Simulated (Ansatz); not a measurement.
Cost and result by functional for the adsorption energy of H2O on the 1x1 (0001) surface of hcp Ti, one in a 2x2 cell, started at the site 'hollow Ti-Ti-Ti over Ti at depth 2.2 Å', in Ansatz (plane waves, PAW). Single points on the PBE structure, on one kind of machine; costs are rough ratios of the slab run's core time (references not counted) to the cheapest single point. r2SCAN's cost holds its higher cutoff (500 against 420 eV). Differences are taken against r2SCAN for comparison alone: no measured value is at hand, so the table doesn't rank accuracy.

Set-up: 19 atoms, 6.8 Å thick at the start under the adsorbate (thin: gaps and levels are the slab's own); mesh 6x6x1; 0.1 eV smearing; dipole correction on; 8 atoms held, the rest relaxed; no symmetry held; no spin, no spin-orbit, no U, no dispersion correction. At the end it is bonded to 2 Ti. In PBE it is, or lies within 0.03 eV of, the lowest of the starts that converged. These notes are the PBE run's. Adsorption energies are against H2O(g). A negative adsorption energy means that the adsorbate is more stable on the surface than in its reference.

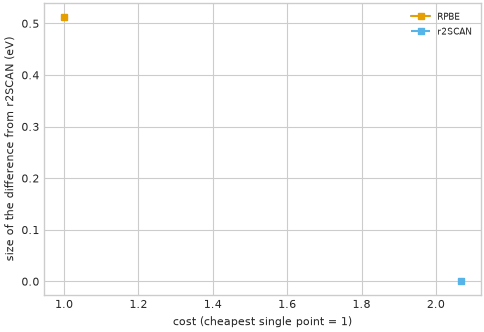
Figure. Difference from r2SCAN against cost

```tsv
functional	relative cost	adsorption energy (eV)	less r2SCAN (eV)
RPBE	1	-0.40	0.51
r2SCAN	2	-0.91	0.00
PBE (the relaxed run's value)	–	-0.67	0.24
```

The values span 0.51 eV, while the single points' costs differ by a factor of roughly 2. Differences are of unrounded values.

Ansatz is a program for electronic structure.
